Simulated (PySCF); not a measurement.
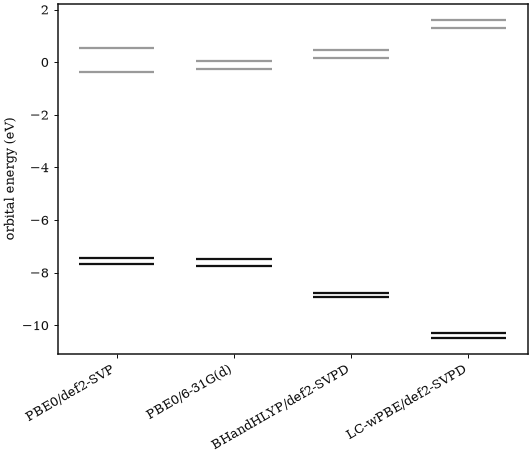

Frontier orbital energies of B₂P₂H₇Cl, SMILES Cl[BH-]1[PH2+][BH2-][PH2+]1 at one geometry, PySCF, at a PBE0-D3(BJ)/def2-SVP geometry (no frequency check). Empty levels are grey, levels within 0.1 eV stand side by side; all columns show the same few orbitals around the gap.

Q: Compare the HOMO-LUMO separations.

A: The separation grows from 7.08 eV (PBE0/def2-SVP) to 11.59 eV (LC-wPBE/def2-SVPD).

```
              level  HOMO (eV)  LUMO (eV)  separation (eV)
      PBE0/def2-SVP      −7.45      −0.37             7.08
      PBE0/6-31G(d)      −7.50      −0.27             7.22
BHandHLYP/def2-SVPD      −8.76       0.15             8.91
  LC-wPBE/def2-SVPD     −10.28       1.31            11.59
```

Caveats, for all or some of the runs: empty levels above zero depend strongly on the basis; one conformer of a flexible molecule.
